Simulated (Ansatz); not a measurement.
# CF (SMILES [C]F) at 6 levels

Aim: a comparison of 6 runs (UHF/STO-3G, U-r2SCAN/STO-3G, U-wB97X/STO-3G, UB2PLYP/STO-3G, UBHLYP/STO-3G, UBLYP/STO-3G) of CF. 

Program for the calculation: Ansatz 0.2.0.

44 further runs of the same task are left out: 9 that didn't finish, 35 set aside as unsound or not needed.

### 1 The structure to begin with

The species is CF (2 atoms), meant as a doublet with charge 0. SMILES: `[C]F`. The F2–C1 distance was set to 3.171 Å, away from the relaxed value.

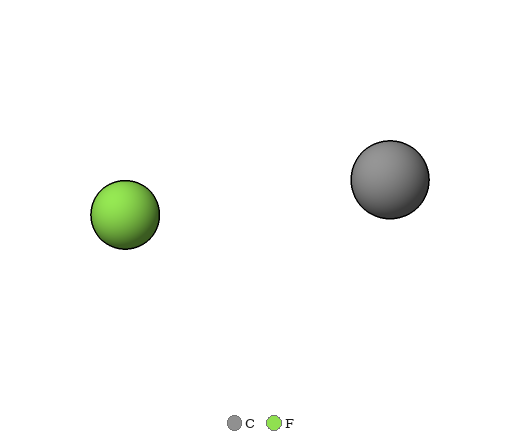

Viewed from a chosen angle; carbon grey, fluorine green.

### 2 The energy at UHF/STO-3G (run 1)

File run.yaml:

```yaml
crystal:
  periodic: [false, false, false]
  atoms:
    - {symbol: C, position_ang: [-0.000000, 0.000000, -1.899280]}
    - {symbol: F, position_ang: [0.000000, -0.000000, 1.271320]}
basis:
  gaussian:
    orbitals: STO-3G
magnetization:
  spin_polarized: true
  initial_magnetization: 1
hamiltonian:
  xc: hf
accuracy: high
```

Command:

```
ansatz run run.yaml --threads 1 --pin off --max-ram 3480MiB --events-out events.jsonl --progress --plain --runs-dir runs
```

The log of the run:

```text
Warning: RAYON_NUM_THREADS=1 ignored (pool sized by the plan → 1); use --threads N
Functional definition: HF
  name "HF"
  exchange = exact_x
  correlation = 0
141 factors; integrals over basis functions are off by at most 1.9e-9 eV
mean field evaluation 1: about -3664.1222 eV, gradient 2.4e0 eV
mean field evaluation 2: about -3664.1225 eV, gradient 2.4e0 eV
mean field evaluation 4: about -3664.2805 eV, gradient 3.3e0 eV
mean field evaluation 8: about -3664.2971 eV, gradient 3.2e0 eV
mean field evaluation 16: about -3677.5897 eV, gradient 1.1e-9 eV
mean field evaluation 32: about -3678.5760 eV, gradient 6.8e-9 eV
mean field evaluation 64: about -3678.5644 eV, gradient 6.8e-2 eV
mean field evaluation 96: about -3678.5619 eV, gradient 4.5e-2 eV
mean field evaluation 128: about -3677.5781 eV, gradient 7.6e-2 eV
mean field evaluation 160: about -3678.5749 eV, gradient 3.8e-3 eV
mean field evaluation 192: about -3678.5662 eV, gradient 1.6e-2 eV
mean field evaluation 224: about -3678.5723 eV, gradient 1.5e-2 eV
mean field -3678.57722825 eV, -135.1852197089 hartree, gradient 3.0e-8 eV, S^2 1.750003; 10 other end points of the search recorded, 0 dependent functions left out
reference -3678.57722825 eV, -135.1852197089 hartree; 8, 7 occupied and 2, 3 virtual orbitals, 141 factors
Total energy: -3678.57722825 eV, -135.1852197089 hartree
```

Wall time 0.22 s (1 thread of Arm Neoverse V1, shared host).

### 3 A single-point energy at U-r2SCAN/STO-3G (run 2)

File in.yaml:

```yaml
crystal:
  periodic: [false, false, false]
  atoms:
    - {symbol: C, position_ang: [-0.000000, 0.000000, -1.899280]}
    - {symbol: F, position_ang: [0.000000, -0.000000, 1.271320]}
basis:
  gaussian:
    orbitals: STO-3G
total_charge: 0
magnetization:
  spin_polarized: true
  initial_magnetization: 1
hamiltonian:
  xc: r2scan
accuracy: high
```

Command:

```
ansatz run in.yaml --threads 1 --pin off --max-ram 3480MiB --events-out events.jsonl --progress --plain --runs-dir runs
```

The log of the run:

```text
Warning: RAYON_NUM_THREADS=1 ignored (pool sized by the plan → 1); use --threads N
Functional definition: r2SCAN
  name "r2SCAN"
  parameter k0 = 0.174
  parameter k1 = 0.065
  parameter a1 = 4.9479
  exchange = r2scan_x(k0 = k0, k1 = k1, a1 = a1)
  correlation = r2scan_c
141 factors; integrals over basis functions are off by at most 1.9e-9 eV
mean field evaluation 1: about -3675.5586 eV, gradient 5.1e0 eV
mean field evaluation 2: about -3427.6125 eV, gradient 5.1e0 eV
mean field evaluation 4: about -3674.8948 eV, gradient 5.8e0 eV
mean field evaluation 8: about -3686.9119 eV, gradient 6.9e0 eV
mean field evaluation 16: about -3689.4354 eV, gradient 7.5e-4 eV
mean field evaluation 32: about -3689.4354 eV, gradient 1.2e-4 eV
mean field evaluation 64: about -3689.4067 eV, gradient 2.1e-2 eV
mean field evaluation 96: about -3689.4293 eV, gradient 7.2e-2 eV
mean field evaluation 128: about -3688.4433 eV, gradient 2.4e0 eV
mean field evaluation 160: about -3689.3995 eV, gradient 1.2e-1 eV
mean field -3689.43543728 eV, -135.5842515308 hartree, gradient 7.8e-9 eV, S^2 1.734260; 14 other end points of the search recorded, 0 dependent functions left out
reference -3689.43543758 eV, -135.5842515419 hartree; 8, 7 occupied and 2, 3 virtual orbitals, 141 factors
Total energy: -3689.43543758 eV, -135.5842515419 hartree
```

Run time: 28 s. Hardware: 1 thread of Arm Neoverse V1, shared host; peak memory 0.14 GiB.

Runs 3 to 5 aren't shown in full; the table further down has their settings and results.

### 4 The energy at UBLYP/STO-3G (run 6)

File molecule.yaml:

```yaml
crystal:
  periodic: [false, false, false]
  atoms:
    - {symbol: C, position_ang: [-0.000000, 0.000000, -1.899280]}
    - {symbol: F, position_ang: [0.000000, -0.000000, 1.271320]}
basis:
  gaussian:
    orbitals: STO-3G
magnetization:
  spin_polarized: true
  initial_magnetization: 1
hamiltonian:
  xc: {name: BLYP}
accuracy: high
```

Command:

```
ansatz run molecule.yaml --threads 1 --pin off --max-ram 3480MiB --events-out events.jsonl --progress --plain --runs-dir runs
```

The log of the run:

```text
Warning: RAYON_NUM_THREADS=1 ignored (pool sized by the plan → 1); use --threads N
Functional definition: BLYP
  name "BLYP"
  parameter beta = 0.0042
  parameter a = 0.04918
  parameter b = 0.132
  parameter c = 0.2533
  parameter d = 0.349
  exchange = b88_x(beta = beta)
  correlation = lyp_c(a = a, b = b, c = c, d = d)
141 factors; integrals over basis functions are off by at most 1.9e-9 eV
mean field evaluation 1: about -3675.2373 eV, gradient 6.7e0 eV
mean field evaluation 2: about -3427.3700 eV, gradient 5.2e0 eV
mean field evaluation 4: about -3674.1312 eV, gradient 7.3e0 eV
mean field evaluation 8: about -3684.8078 eV, gradient 2.6e1 eV
mean field evaluation 16: about -3689.0678 eV, gradient 2.0e-2 eV
mean field evaluation 32: about -3689.0302 eV, gradient 5.5e-1 eV
mean field evaluation 64: about -3688.9684 eV, gradient 1.6e0 eV
mean field evaluation 96: about -3689.0766 eV, gradient 3.6e-6 eV
mean field evaluation 128: about -3688.9984 eV, gradient 3.1e-1 eV
mean field evaluation 160: about -3689.0091 eV, gradient 6.8e-2 eV
mean field evaluation 192: about -3689.0757 eV, gradient 7.4e-2 eV
mean field evaluation 224: about -3689.0715 eV, gradient 1.1e-1 eV
mean field evaluation 256: about -3689.0093 eV, gradient 2.3e-4 eV
mean field -3689.07661923 eV, -135.5710652109 hartree, gradient 4.2e-9 eV, S^2 1.702596; 19 other end points of the search recorded, 0 dependent functions left out
reference -3689.07664119 eV, -135.5710660177 hartree; 8, 7 occupied and 2, 3 virtual orbitals, 141 factors
Total energy: -3689.07664119 eV, -135.5710660177 hartree
```

Run time: 9.6 s. Hardware: 1 thread of Arm Neoverse V1, shared host; peak memory 0.089 GiB.

### 5 The series

```
run            level  frozen core orbitals  energy (Eh)   ⟨S²⟩  wall time
  1       UHF/STO-3G                     –  -135.185220  1.750     0.22 s
  2  U-r2SCAN/STO-3G                     –  -135.584252  1.734       28 s
  3   U-wB97X/STO-3G                     –  -135.621196  1.747       16 s
  4   UB2PLYP/STO-3G                     2  -135.495783  1.748      4.5 s
  5    UBHLYP/STO-3G                     –  -135.620213  1.748        3 s
  6     UBLYP/STO-3G                     –  -135.571066  1.703      9.6 s
```

### 6 Results

| quantity | value |
| --- | --- |
| run 6: total energy | -135.57107 Eh |
| run 6: ⟨S²⟩ | 1.703 |

What this shows: Totals of different functionals can't be ranked against each other. In runs 1, 2, 3, 4, 5, 6 the basis is minimal, so the values are rough. Spin contamination of the reference: run 1 ⟨S²⟩ = 1.75, run 4 ⟨S²⟩ = 1.75, run 5 ⟨S²⟩ = 1.75, run 3 ⟨S²⟩ = 1.75, run 2 ⟨S²⟩ = 1.73, run 6 ⟨S²⟩ = 1.70. Where it is this large, the reference is a mixture of spin states, and values that rest on it are in doubt. All runs together took 61 s, the longest 28 s.
